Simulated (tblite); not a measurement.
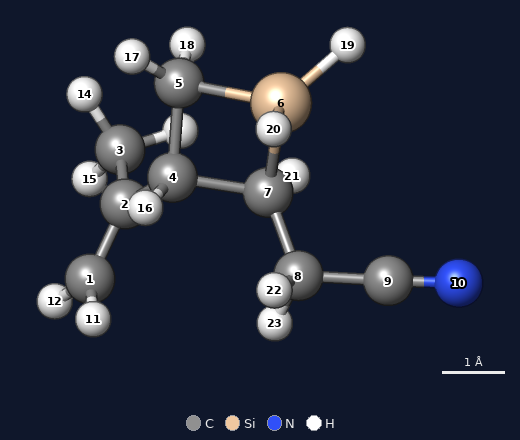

The input geometry (ball-and-stick view, seen at a tilt; atoms are numbered from 1 in the order of the input). Bond lengths as drawn: C–C 1.35 to 1.59 Å, C–H 1.08 to 1.13 Å, C–N 1.15 Å, C–Si 1.89 to 1.91 Å and H–Si 1.48 to 1.50 Å.

# Geometry relaxation, with input and output: C8H13NSi (part 1 of 2)

The run: geometry relaxation of C8H13NSi. Method and program: GFN2-xTB geometry optimisation, gas phase (tblite 0.8.0).

It belongs to a series of runs on one base structure; here: H on C replaced by CH2CN.

## Log
```
step      E/eV     max force
  0    -770.35992    2.102
  1    -770.47651    1.392
  2    -770.53520    1.924
  3    -770.56406    2.035
  4    -770.61318    0.413
  5    -770.62533    0.293
  6    -770.63667    0.278
  7    -770.64453    0.222
  8    -770.65421    0.192
  9    -770.66017    0.199
 10    -770.66472    0.164
 11    -770.66857    0.130
 12    -770.67189    0.122
 13    -770.67388    0.079
 14    -770.67502    0.088
 15    -770.67599    0.083
 16    -770.67707    0.085
 17    -770.67808    0.073
 18    -770.67902    0.067
 19    -770.68009    0.075
 20    -770.68149    0.084
 21    -770.68303    0.099
 22    -770.68430    0.088
 23    -770.68534    0.078
 24    -770.68657    0.088
 25    -770.68831    0.099
 26    -770.69032    0.088
 27    -770.69209    0.100
 28    -770.69362    0.108
 29    -770.69530    0.105
 30    -770.69741    0.111
 31    -770.69960    0.112
 32    -770.70128    0.078
 33    -770.70254    0.077
 34    -770.70383    0.084
 35    -770.70521    0.076
 36    -770.70629    0.071
 37    -770.70697    0.054
 38    -770.70750    0.060
 39    -770.70805    0.067
 40    -770.70861    0.059
 41    -770.70912    0.051
 42    -770.70955    0.047
 43    -770.70992    0.041
 44    -770.71026    0.040
 45    -770.71058    0.039
 46    -770.71091    0.043
 47    -770.71128    0.046
 48    -770.71166    0.046
 49    -770.71206    0.048
 50    -770.71255    0.065
 51    -770.71326    0.066
 52    -770.71416    0.058
 53    -770.71508    0.060
 54    -770.71582    0.064
 55    -770.71651    0.077
 56    -770.71727    0.067
 57    -770.71807    0.049
 58    -770.71853    0.040
 59    -770.71895    0.044
 60    -770.71939    0.053
 61    -770.71997    0.063
 62    -770.72064    0.055
 63    -770.72130    0.054
 64    -770.72185    0.042
 65    -770.72226    0.052
 66    -770.72256    0.046
 67    -770.72283    0.031
 68    -770.72318    0.029
 69    -770.72341    0.034
 70    -770.72364    0.033
 71    -770.72377    0.028
 72    -770.72389    0.023
 73    -770.72402    0.025
 74    -770.72414    0.026
 75    -770.72422    0.020
 76    -770.72428    0.018
 77    -770.72432    0.015
 78    -770.72437    0.016
 79    -770.72441    0.013
 80    -770.72444    0.011
 81    -770.72447    0.009
```

## Trajectory as extended XYZ (Å, eV, eV/Å), 21 of the 82 frames kept, from step=0 to step=81
```
23
Properties=species:S:1:pos:R:3:forces:R:3 step=0 energy=-770.35992
C    -1.6198   -1.8732    0.7246   -0.5240   0.8260  -0.8600
C    -1.4852   -0.6684    0.1258    0.4140  -1.5460   1.3620
C    -2.3685   -0.2286   -0.9773   -0.6560   0.1680  -0.2170
C    -0.3605    0.2210    0.5945   -0.3830   0.2200  -0.7630
C    -0.5569    1.7592    0.4044    0.2810   0.1640   0.5420
Si    1.3245    1.9131    0.2488    0.6510   0.6070  -0.3190
C     0.9405    0.1220   -0.3063    0.3190   0.5120   1.2710
C     1.9525   -0.9424    0.1101    0.3110  -0.3960  -0.7630
C     3.1948   -0.8552   -0.6732   -0.1390   0.1000   0.2100
N     4.1672   -0.7626   -1.2816   -0.8760  -0.0930   0.5020
H    -0.9825   -2.2068    1.5275   -0.0520   0.0940  -0.0700
H    -2.4196   -2.5582    0.4243    0.4690   0.2810   0.1350
H    -1.7945    0.0618   -1.8483    0.1640   0.1230  -0.1480
H    -2.9779    0.6310   -0.6695    0.2000  -0.0940  -0.0230
H    -3.0701   -1.0084   -1.2909    0.2310   0.0020   0.1790
H    -0.1509    0.0000    1.6793    0.0420   0.1850  -1.1130
H    -0.9987    2.2913    1.2484   -0.3020  -0.2590  -0.1700
H    -1.0501    2.0727   -0.5259   -0.0110  -0.4220   0.4540
H     1.8076    2.8102   -0.8247    0.0430  -0.1380   0.4030
H     2.0377    1.9642    1.5641   -0.2400   0.0400  -0.5960
H     0.7146    0.1033   -1.3739   -0.1470  -0.3880   0.2200
H     2.1769   -0.8882    1.1781    0.1450   0.2480  -0.0700
H     1.5143   -1.9307   -0.0484    0.0610  -0.2330  -0.1660
23
Properties=species:S:1:pos:R:3:forces:R:3 step=4 energy=-770.61318
C    -1.6306   -1.8698    0.7208   -0.1440   0.1660  -0.2160
C    -1.4828   -0.6869    0.1384    0.1320   0.1340  -0.0850
C    -2.3734   -0.2288   -0.9759   -0.0910   0.0010  -0.1020
C    -0.3691    0.2340    0.5618    0.0780   0.0060  -0.1940
C    -0.5347    1.7661    0.4244   -0.0360   0.0700   0.1170
Si    1.3508    1.9438    0.2359   -0.1800  -0.0530  -0.0760
C     0.9567    0.1447   -0.2649    0.0070  -0.1160  -0.0390
C     1.9499   -0.9600    0.0997   -0.2420   0.0160   0.0800
C     3.1711   -0.8514   -0.6553   -0.1930  -0.0330   0.0490
N     4.1355   -0.7651   -1.2639    0.0080   0.0360  -0.0080
H    -0.9929   -2.1990    1.5158    0.1230  -0.0420   0.1770
H    -2.4069   -2.5534    0.4244   -0.0140  -0.0400  -0.0330
H    -1.7884    0.0668   -1.8483    0.0190   0.0030   0.0670
H    -2.9695    0.6319   -0.6664    0.0780  -0.0330   0.0290
H    -3.0617   -1.0152   -1.2815    0.0600  -0.0220   0.0580
H    -0.1458    0.0128    1.6072    0.1230  -0.0420   0.0540
H    -1.0262    2.2749    1.2481   -0.1540  -0.1640   0.0740
H    -1.0499    2.0437   -0.4923   -0.0490  -0.0750   0.0290
H     1.8198    2.8140   -0.8096    0.2550   0.2850  -0.1550
H     2.0266    1.9705    1.5271    0.1230   0.1170   0.0050
H     0.7106    0.0796   -1.3319    0.0120  -0.0960   0.1420
H     2.1885   -0.8760    1.1609    0.1130  -0.0320   0.1220
H     1.5172   -1.9502   -0.0643   -0.0290  -0.0850  -0.0970
23
Properties=species:S:1:pos:R:3:forces:R:3 step=8 energy=-770.65421
C    -1.6338   -1.8561    0.7116    0.0810  -0.0450   0.0390
C    -1.4714   -0.6774    0.1231   -0.0360  -0.0850   0.0790
C    -2.3745   -0.2272   -0.9838    0.1120  -0.0040   0.0470
C    -0.3598    0.2384    0.5511   -0.0370  -0.0300   0.1520
C    -0.5397    1.7696    0.4382   -0.0150  -0.0680  -0.0380
Si    1.3456    1.9591    0.2142    0.0650   0.0890  -0.0170
C     0.9589    0.1423   -0.2592    0.0070   0.0610  -0.0640
C     1.9297   -0.9710    0.1152    0.0750  -0.0090   0.0180
C     3.1433   -0.8551   -0.6498   -0.0040  -0.0310   0.0340
N     4.1115   -0.7603   -1.2511   -0.0040   0.0340  -0.0430
H    -0.9947   -2.1913    1.5173   -0.0580   0.0800  -0.0750
H    -2.4042   -2.5522    0.4170    0.0380   0.0880  -0.0280
H    -1.7832    0.0708   -1.8464   -0.0200   0.0230  -0.1040
H    -2.9602    0.6317   -0.6604   -0.0350   0.0120  -0.0120
H    -3.0540   -1.0249   -1.2723    0.0140   0.0250  -0.0200
H    -0.1245    0.0073    1.5924    0.0240  -0.0560   0.0940
H    -1.0613    2.2422    1.2663   -0.0010  -0.0750   0.0210
H    -1.0613    2.0278   -0.4795   -0.0790   0.0400   0.0000
H     1.8620    2.8537   -0.8183    0.0140  -0.0300   0.1150
H     2.0426    1.9947    1.5085    0.0060   0.0930  -0.1680
H     0.7105    0.0543   -1.3167    0.0140  -0.0500  -0.1310
H     2.2042   -0.8841    1.1722   -0.0870  -0.1240  -0.0010
H     1.5095   -1.9653   -0.0794   -0.0740   0.0630   0.1030
23
Properties=species:S:1:pos:R:3:forces:R:3 step=12 energy=-770.67189
C    -1.6272   -1.8560    0.7079   -0.0270   0.0120  -0.0120
C    -1.4657   -0.6764    0.1269    0.0410   0.0470  -0.0330
C    -2.3620   -0.2246   -0.9845   -0.0280   0.0190  -0.0290
C    -0.3545    0.2342    0.5632    0.0480   0.0020  -0.0900
C    -0.5463    1.7618    0.4413    0.0090   0.0080   0.0350
Si    1.3413    1.9717    0.1989   -0.0900  -0.0780  -0.0250
C     0.9597    0.1456   -0.2661    0.0180  -0.0460   0.0320
C     1.9260   -0.9739    0.1228   -0.0270   0.0040  -0.0200
C     3.1365   -0.8630   -0.6437    0.0570  -0.0020   0.0070
N     4.0978   -0.7513   -1.2534   -0.0140   0.0050  -0.0260
H    -0.9972   -2.1788    1.5168    0.0420  -0.0490   0.0750
H    -2.3999   -2.5408    0.4063   -0.0180  -0.0410  -0.0250
H    -1.7855    0.0755   -1.8597    0.0020   0.0000   0.0300
H    -2.9581    0.6298   -0.6613    0.0260  -0.0080  -0.0190
H    -3.0442   -1.0222   -1.2714    0.0400   0.0150  -0.0110
H    -0.1098   -0.0054    1.6051   -0.0110   0.0250  -0.0680
H    -1.0748    2.2129    1.2777    0.0570   0.0240   0.0070
H    -1.0811    2.0255   -0.4709   -0.0170  -0.0490   0.0720
H     1.8864    2.8722   -0.8063   -0.0250   0.0110  -0.0070
H     2.0564    2.0263    1.4738    0.0410   0.0580  -0.0100
H     0.7139    0.0349   -1.3283    0.0100   0.0130   0.0900
H     2.1942   -0.9104    1.1821   -0.0670   0.0170   0.0070
H     1.4893   -1.9605   -0.0670   -0.0650   0.0130   0.0190
23
Properties=species:S:1:pos:R:3:forces:R:3 step=16 energy=-770.67707
C    -1.6263   -1.8546    0.7080    0.0160  -0.0090   0.0020
C    -1.4603   -0.6760    0.1230   -0.0210  -0.0440   0.0020
C    -2.3585   -0.2223   -0.9871    0.0250  -0.0170  -0.0010
C    -0.3495    0.2325    0.5580   -0.0280  -0.0090   0.0440
C    -0.5469    1.7587    0.4466    0.0080  -0.0030  -0.0100
Si    1.3349    1.9694    0.1915    0.0680   0.0450   0.0230
C     0.9637    0.1427   -0.2640   -0.0020   0.0310  -0.0210
C     1.9241   -0.9775    0.1247    0.0010  -0.0140   0.0290
C     3.1386   -0.8670   -0.6387   -0.0390  -0.0260   0.0130
N     4.0922   -0.7478   -1.2590   -0.0070  -0.0050   0.0030
H    -0.9969   -2.1807    1.5219   -0.0400   0.0040  -0.0420
H    -2.3979   -2.5411    0.4002    0.0250   0.0060   0.0130
H    -1.7836    0.0785   -1.8614    0.0330   0.0160  -0.0090
H    -2.9548    0.6306   -0.6640    0.0030   0.0060   0.0010
H    -3.0362   -1.0213   -1.2743   -0.0100  -0.0150  -0.0250
H    -0.1064   -0.0059    1.5975    0.0050  -0.0210   0.0350
H    -1.0687    2.2088    1.2863    0.0490   0.0150   0.0440
H    -1.0929    2.0172   -0.4574   -0.0370   0.0100  -0.0050
H     1.8869    2.8779   -0.8032   -0.0520  -0.0050  -0.0380
H     2.0663    2.0469    1.4578    0.0070   0.0240  -0.0110
H     0.7161    0.0303   -1.3217    0.0030   0.0070  -0.0510
H     2.1793   -0.9148    1.1865   -0.0060   0.0160   0.0230
H     1.4721   -1.9577   -0.0613    0.0010  -0.0120  -0.0200
23
Properties=species:S:1:pos:R:3:forces:R:3 step=20 energy=-770.68149
C    -1.6246   -1.8571    0.7057   -0.0180  -0.0160  -0.0350
C    -1.4570   -0.6807    0.1190    0.0120   0.0610   0.0310
C    -2.3513   -0.2237   -0.9928    0.0060   0.0040  -0.0110
C    -0.3485    0.2294    0.5610    0.0310   0.0260  -0.0230
C    -0.5456    1.7568    0.4514    0.0260   0.0210   0.0310
Si    1.3391    1.9736    0.1881   -0.0660  -0.0150  -0.0400
C     0.9657    0.1442   -0.2659   -0.0180  -0.0090   0.0220
C     1.9193   -0.9825    0.1322   -0.0520   0.0370  -0.0260
C     3.1340   -0.8778   -0.6321   -0.0180   0.0130   0.0120
N     4.0808   -0.7479   -1.2613   -0.0420  -0.0350   0.0420
H    -1.0033   -2.1852    1.5209    0.0410  -0.0020   0.0350
H    -2.3921   -2.5442    0.3968   -0.0460  -0.0400  -0.0260
H    -1.7716    0.0850   -1.8626    0.0060  -0.0160   0.0100
H    -2.9483    0.6302   -0.6678    0.0180  -0.0480  -0.0100
H    -3.0292   -1.0226   -1.2859    0.0300   0.0310  -0.0180
H    -0.1031   -0.0124    1.6003   -0.0070  -0.0160  -0.0130
H    -1.0428    2.2109    1.3060    0.0160  -0.0260  -0.0210
H    -1.1135    2.0124   -0.4422    0.0370   0.0330   0.0680
H     1.8687    2.8828   -0.8165   -0.0310   0.0060  -0.0570
H     2.0812    2.0750    1.4451    0.0030   0.0020   0.0040
H     0.7203    0.0312   -1.3269    0.0150   0.0110   0.0450
H     2.1614   -0.9135    1.1978    0.0210  -0.0250  -0.0420
H     1.4556   -1.9570   -0.0604    0.0390   0.0020   0.0220
23
Properties=species:S:1:pos:R:3:forces:R:3 step=24 energy=-770.68657
C    -1.6239   -1.8627    0.6982    0.0130   0.0160   0.0310
C    -1.4537   -0.6806    0.1201   -0.0100  -0.0530  -0.0260
C    -2.3380   -0.2252   -1.0002    0.0110   0.0090   0.0070
C    -0.3454    0.2302    0.5635   -0.0410  -0.0240   0.0330
C    -0.5380    1.7580    0.4650   -0.0310  -0.0130   0.0340
Si    1.3381    1.9807    0.1761    0.0300   0.0060  -0.0050
C     0.9643    0.1472   -0.2631   -0.0070  -0.0010   0.0010
C     1.9042   -0.9836    0.1385    0.0440  -0.0280   0.0190
C     3.1187   -0.8864   -0.6207    0.0030   0.0270  -0.0240
N     4.0613   -0.7575   -1.2550    0.0760  -0.0270  -0.0190
H    -1.0066   -2.1887    1.5211   -0.0160   0.0080  -0.0340
H    -2.3918   -2.5531    0.3871    0.0380   0.0500  -0.0150
H    -1.7530    0.0895   -1.8630    0.0290  -0.0030  -0.0060
H    -2.9389    0.6220   -0.6737   -0.0300   0.0370  -0.0050
H    -3.0140   -1.0198   -1.3048    0.0250  -0.0240  -0.0130
H    -0.0997   -0.0236    1.5992    0.0080   0.0080   0.0180
H    -1.0119    2.2083    1.3307   -0.0490   0.0110   0.0720
H    -1.1294    2.0171   -0.4092    0.0210   0.0670  -0.0110
H     1.8374    2.8889   -0.8475   -0.0320  -0.0240  -0.0310
H     2.0966    2.1081    1.4253   -0.0280  -0.0160  -0.0610
H     0.7269    0.0339   -1.3241   -0.0370   0.0040  -0.0140
H     2.1471   -0.9170    1.2022    0.0140  -0.0180   0.0290
H     1.4449   -1.9586   -0.0558   -0.0300  -0.0120   0.0210
23
Properties=species:S:1:pos:R:3:forces:R:3 step=28 energy=-770.69362
C    -1.6222   -1.8669    0.6928    0.0030   0.0260  -0.0280
C    -1.4488   -0.6852    0.1170   -0.0130   0.0760   0.0240
C    -2.3183   -0.2235   -1.0113   -0.0140  -0.0120  -0.0250
C    -0.3485    0.2276    0.5742    0.0220   0.0450   0.0020
C    -0.5370    1.7590    0.4979    0.0070   0.0420   0.0050
Si    1.3326    1.9872    0.1535   -0.0490   0.0080   0.0230
C     0.9583    0.1472   -0.2571    0.0110   0.0140  -0.0090
C     1.8934   -0.9887    0.1482    0.0090   0.0190  -0.0110
C     3.1059   -0.8909   -0.6150    0.0510  -0.0950   0.0030
N     4.0529   -0.7824   -1.2473    0.0120   0.0100   0.0040
H    -1.0101   -2.1930    1.5174   -0.0100  -0.0160   0.0080
H    -2.3842   -2.5541    0.3658    0.0090  -0.0110  -0.0010
H    -1.7185    0.0943   -1.8634    0.0070   0.0470   0.0230
H    -2.9327    0.6172   -0.6867    0.0310  -0.0050  -0.0420
H    -2.9816   -1.0203   -1.3368   -0.0040  -0.0300   0.0040
H    -0.0946   -0.0376    1.6051   -0.0250   0.0110   0.0200
H    -0.9825    2.2049    1.3839   -0.0240  -0.0440  -0.0040
H    -1.1409    2.0480   -0.3594   -0.0280  -0.0150   0.0300
H     1.7802    2.8875   -0.9043   -0.0290  -0.0600   0.0110
H     2.1118    2.1487    1.3807    0.0360  -0.0110  -0.0140
H     0.7240    0.0394   -1.3201   -0.0550  -0.0590   0.0180
H     2.1327   -0.9299    1.2141    0.0390   0.0370  -0.0080
H     1.4234   -1.9614   -0.0392    0.0170   0.0230  -0.0330
23
Properties=species:S:1:pos:R:3:forces:R:3 step=32 energy=-770.70128
C    -1.6182   -1.8636    0.6811   -0.0120  -0.0120   0.0060
C    -1.4472   -0.6747    0.1193    0.0270  -0.0180  -0.0050
C    -2.2960   -0.2236   -1.0295    0.0300   0.0360   0.0250
C    -0.3487    0.2349    0.5891   -0.0050  -0.0300   0.0070
C    -0.5360    1.7686    0.5389   -0.0330  -0.0530  -0.0040
Si    1.3173    1.9982    0.1346    0.0110  -0.0300  -0.0010
C     0.9544    0.1512   -0.2517   -0.0270  -0.0330   0.0180
C     1.8861   -0.9911    0.1570   -0.0010   0.0200  -0.0230
C     3.1031   -0.9221   -0.6056   -0.0180   0.0530   0.0030
N     4.0496   -0.8104   -1.2385   -0.0060  -0.0460   0.0270
H    -1.0201   -2.2007    1.5121    0.0020   0.0350   0.0090
H    -2.3698   -2.5553    0.3393   -0.0050   0.0080  -0.0240
H    -1.6751    0.1140   -1.8585   -0.0130  -0.0090  -0.0150
H    -2.9196    0.6128   -0.7158   -0.0490   0.0010  -0.0340
H    -2.9423   -1.0292   -1.3733    0.0470   0.0540   0.0130
H    -0.0961   -0.0485    1.6158   -0.0140   0.0320   0.0080
H    -0.9561    2.1895    1.4491    0.0010   0.0010  -0.0120
H    -1.1661    2.0787   -0.2914   -0.0530  -0.0450   0.0230
H     1.7030    2.8673   -0.9687    0.0050   0.0020  -0.0200
H     2.1423    2.1945    1.3213    0.0690  -0.0030   0.0360
H     0.7031    0.0265   -1.3096   -0.0040  -0.0330   0.0220
H     2.1267   -0.9325    1.2241    0.0250   0.0400  -0.0580
H     1.4011   -1.9574   -0.0292    0.0230   0.0300  -0.0030
23
Properties=species:S:1:pos:R:3:forces:R:3 step=36 energy=-770.70629
C    -1.6186   -1.8624    0.6760   -0.0060   0.0020  -0.0040
C    -1.4446   -0.6708    0.1209   -0.0350  -0.0030   0.0010
C    -2.2806   -0.2156   -1.0347   -0.0140   0.0040  -0.0260
C    -0.3507    0.2340    0.6000   -0.0070   0.0020   0.0270
C    -0.5407    1.7658    0.5583    0.0220   0.0230  -0.0030
Si    1.3108    1.9981    0.1285    0.0080   0.0200   0.0080
C     0.9466    0.1494   -0.2464    0.0000   0.0270  -0.0110
C     1.8839   -0.9861    0.1562    0.0040   0.0020   0.0200
C     3.1008   -0.9268   -0.6035   -0.0090   0.0420  -0.0380
N     4.0540   -0.8360   -1.2289    0.0420  -0.0230  -0.0110
H    -1.0250   -2.1966    1.5113   -0.0150   0.0090   0.0020
H    -2.3639   -2.5538    0.3209   -0.0080  -0.0080  -0.0020
H    -1.6555    0.1241   -1.8588    0.0240   0.0190  -0.0090
H    -2.9240    0.6121   -0.7386    0.0030   0.0150   0.0240
H    -2.9135   -1.0247   -1.3880   -0.0100  -0.0230  -0.0200
H    -0.1013   -0.0464    1.6268    0.0140  -0.0270   0.0340
H    -0.9472    2.1801    1.4776    0.0200   0.0030   0.0070
H    -1.1898    2.0836   -0.2541   -0.0220  -0.0540  -0.0110
H     1.6646    2.8512   -1.0019    0.0050  -0.0140   0.0360
H     2.1700    2.2100    1.2961   -0.0210  -0.0210  -0.0650
H     0.6868    0.0105   -1.2994   -0.0090   0.0170  -0.0180
H     2.1350   -0.9222    1.2179    0.0090   0.0210   0.0470
H     1.3980   -1.9505   -0.0261    0.0070  -0.0360   0.0120
23
Properties=species:S:1:pos:R:3:forces:R:3 step=40 energy=-770.70861
C    -1.6209   -1.8621    0.6712   -0.0180   0.0100  -0.0020
C    -1.4473   -0.6676    0.1219    0.0130   0.0100  -0.0020
C    -2.2725   -0.2113   -1.0431    0.0060  -0.0070   0.0150
C    -0.3522    0.2337    0.6104   -0.0010  -0.0120  -0.0070
C    -0.5405    1.7666    0.5717   -0.0250  -0.0310   0.0150
Si    1.3051    2.0007    0.1218   -0.0350  -0.0190  -0.0300
C     0.9420    0.1506   -0.2437   -0.0110  -0.0250   0.0120
C     1.8827   -0.9831    0.1596    0.0110   0.0170  -0.0090
C     3.0977   -0.9246   -0.6068    0.0210  -0.0280   0.0200
N     4.0580   -0.8550   -1.2248   -0.0350   0.0070   0.0050
H    -1.0322   -2.1939    1.5113   -0.0260   0.0020  -0.0060
H    -2.3613   -2.5558    0.3093    0.0020   0.0030   0.0050
H    -1.6380    0.1343   -1.8593   -0.0150   0.0060   0.0250
H    -2.9228    0.6126   -0.7479    0.0150  -0.0150  -0.0060
H    -2.8969   -1.0251   -1.4044    0.0060   0.0220  -0.0160
H    -0.1010   -0.0530    1.6367   -0.0030  -0.0180  -0.0250
H    -0.9315    2.1771    1.4993    0.0060   0.0210   0.0000
H    -1.2084    2.0760   -0.2293    0.0160  -0.0130   0.0090
H     1.6398    2.8426   -1.0189    0.0190   0.0290  -0.0130
H     2.1850    2.2212    1.2673    0.0050  -0.0110  -0.0010
H     0.6776    0.0075   -1.2960   -0.0040   0.0160   0.0140
H     2.1364   -0.9137    1.2226    0.0070   0.0080  -0.0300
H     1.3966   -1.9507   -0.0189    0.0440   0.0290   0.0270
```
